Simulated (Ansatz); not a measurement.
# CH6ClNOSi: the cost of one run

All numbers below are computed with Ansatz 0.2.0 (RKS B3LYP-D4/def2-SVP).

## Step 1: Starting point

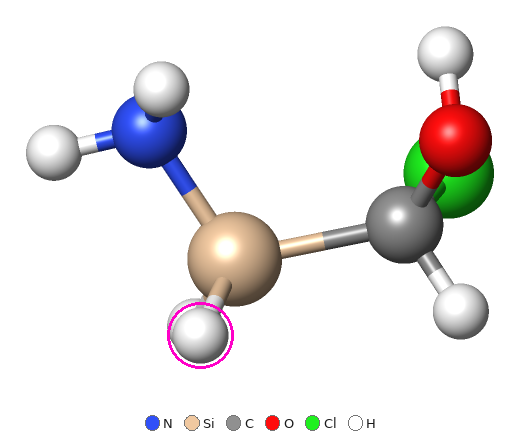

The starting structure, seen from a chosen angle (nitrogen blue, silicon light orange, carbon grey, oxygen red, chlorine green, hydrogen white). Ringed: H8.

As a file:

```xyz
11

N    -1.5116   -0.0211   -0.7677
Si    0.1443    0.0850   -0.8708
C     0.9522    0.0788    0.8022
O     0.5409   -0.8211    1.7872
Cl    0.8420    1.6995    1.5130
H    -1.9379    0.0678   -1.7251
H    -1.8069   -0.8773   -0.3942
H     0.5451   -1.1009   -1.6575
H     0.4926    1.2913   -1.6461
H     2.0542   -0.1300    0.7220
H    -0.2496   -0.3289    2.2577
```

## Step 2: Relaxing end A

Input file input.yaml:

```yaml
crystal:
  periodic: [false, false, false]
  atoms:
    - { symbol: "N", position_ang: [-1.5116, -0.0211, -0.7677] }
    - { symbol: Si, position_ang: [0.1443, 0.085, -0.8708] }
    - { symbol: C, position_ang: [0.9522, 0.0788, 0.8022] }
    - { symbol: O, position_ang: [0.5409, -0.8211, 1.7872] }
    - { symbol: Cl, position_ang: [0.842, 1.6995, 1.513] }
    - { symbol: H, position_ang: [-1.9379, 0.0678, -1.7251] }
    - { symbol: H, position_ang: [-1.8069, -0.8773, -0.3942] }
    - { symbol: H, position_ang: [0.5451, -1.1009, -1.6575] }
    - { symbol: H, position_ang: [0.4926, 1.2913, -1.6461] }
    - { symbol: H, position_ang: [2.0542, -0.13, 0.722] }
    - { symbol: H, position_ang: [-0.2496, -0.3289, 2.2577] }
basis:
  gaussian: { orbitals: def2-SVP }
hamiltonian:
  xc: b3lyp
  dispersion: d4
relax:
  f_tol: 0.02
  max_steps: 50
```

Command:

```console
> ansatz run input.yaml --threads 2 --pin off --max-ram 3072MiB --backend cpu --events-out ev --progress --plain --runs-dir out
```

What time and memory should one allow on 2 threads of Intel Xeon Platinum 8259CL at 2.50GHz (Skylake/Cascade Lake), shared host?

About 65 s, with a peak of 0.27 GiB.
